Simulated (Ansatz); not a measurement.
The figure comes from a scan of Ga (space group Cmce): a phonon pattern at Y = (0.5, 0.5, 0.0) is frozen into a 8-atom cell, Q being the largest atomic displacement. The numbers are results of PBE (plane waves to 420 eV, PAW, scalar-relativistic; Ansatz, an electronic-structure program), not measurements. k mesh 6×12×10 (Γ-centred), Fermi-Dirac smearing 0.05 eV. E stands for the smeared free energy. With partly filled bands, energies and forces of such displacements shift with the k mesh and the smearing. Ga was relaxed with its symmetry unable to fall. The zero of ΔE is the undisplaced structure.

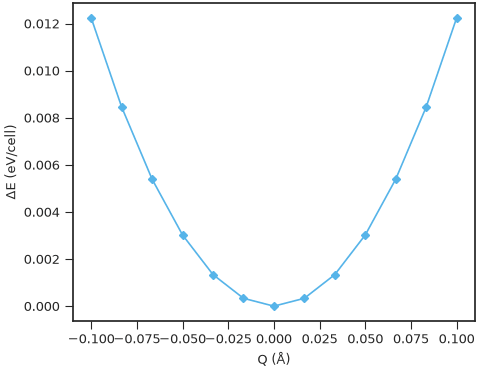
Fig. 1. ΔE (eV/cell) against Q (Å); one marker a computed point.

Task: List the plotted points as numbers.

Result: To the nearest 0.0002:

```tsv
Q (Å)	ΔE (eV/cell)
-0.100	0.0122
-0.083	0.0084
-0.067	0.0054
-0.050	0.0030
-0.033	0.0014
-0.017	0.0004
0.000	0.0000
0.017	0.0004
0.033	0.0014
0.050	0.0030
0.067	0.0054
0.083	0.0084
0.100	0.0122
```

(A displaced cell: forces are minus the slopes of the energy, force constants its curvatures, and phonons follow from these.)
